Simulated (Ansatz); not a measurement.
The reference is MgSe in the rock salt structure (space group Fm-3m, No. 225; a = 5.472 Å). Axes: x, y, z lie along the cube axes.

One thing is altered: the cell is stretched by 0.50 % along z with no lateral relaxation; the atoms relax in the strained cell.

Method: plane-wave PAW DFT at the r2SCAN level (Ansatz, a program for electronic structure, 500 eV), without spin-orbit coupling.

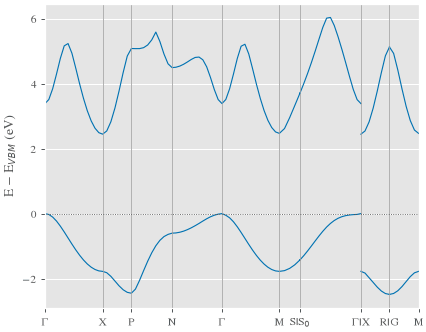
*Highest valence and lowest conduction band along the path of the changed cell's own zone*

The gap is 2.44 eV, indirect, Γ → X; the base has 2.48 eV.

No phonon test of stability was made. Labels are those of the standard path for the cell's own space group.
